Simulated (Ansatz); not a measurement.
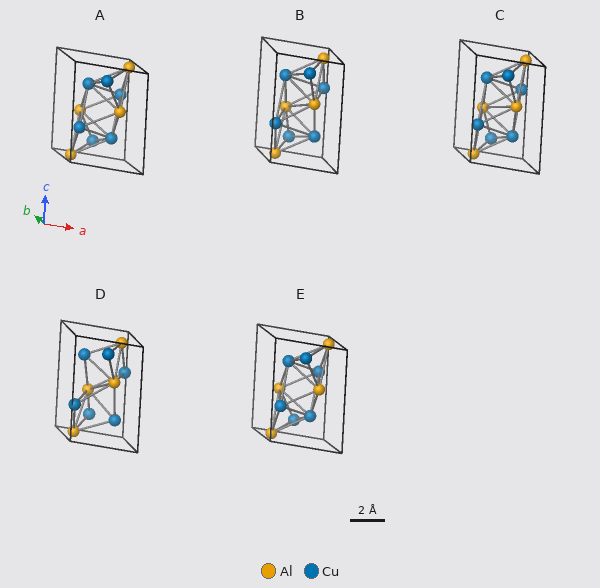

5 geometries from one relaxation of solid Al2Cu3 (a generated structure, set up in P1) (coarse preliminary run), in shuffled order. The picture is a ball-and-stick view of the cell of the calculation, reduced to other axes, seen slightly off an axis. Lengths and directions refer to the drawn axes.

Computed with DFT PBE, scalar-relativistic, plane waves, PAW in Ansatz 0.2.0. Set-up: plane-wave cutoff 420 eV; k-point mesh 6 × 6 × 4; occupations gaussian; smearing width 0.2 eV; no spin polarisation; cell and atoms relaxed; force threshold 0.025 eV/Å; at most 60 steps.

### Order the frames from highest to lowest energy.

D, B, C, E, A. They are steps 0, 2, 3, 4, 9, at +2.290 eV per cell of the calculation, +0.370 eV per cell of the calculation, +0.240 eV per cell of the calculation, +0.142 eV per cell of the calculation relative to the last. A Cu atom moves most relative to the cell: 0.52 Å along [−3 −2 1]. Largest moves by element: Cu 0.52 Å, Al 0.47 Å. The volume changes by +2.1 %, with a 4.162 → 4.515 Å (+8.5 %), b 5.001 → 5.063 Å (+1.2 %), c 7.042 → 6.809 Å (−3.3 %), α 105.8° → 108.0°, β 90.5° → 90.0°, γ 113.6° → 116.5°. Among the contacts that change: Al–Cu 2.811 → 3.631 Å, Al–Cu 2.836 → 3.631 Å, Cu–Cu 3.345 → 2.657 Å, Al–Cu 2.989 → 3.631 Å. New bonds form, among them: Cu–Cu (3.35 → 2.66 Å). The space group (tolerance 0.01 Å) goes from P1 (No. 1) to C2/c (No. 15). Over 7 accepted moves (9 points after the start) the energy falls by 2.290 eV per cell of the calculation. Largest force component: 2.7 eV/Å at the start, 0.0029 eV/Å at the end. Pressure: 10.47 GPa at the start and 0.00 GPa at the end. At 2 points the geometry stayed and the basis and grid were re-selected for the new cell (energy shift of 5.8 meV per cell of the calculation at most each time). Cost: 6.8 min on 1 thread of Intel(R) Xeon(R) Gold 6455B (Sapphire Rapids), with other jobs on the host, peak memory 0.8 GiB.
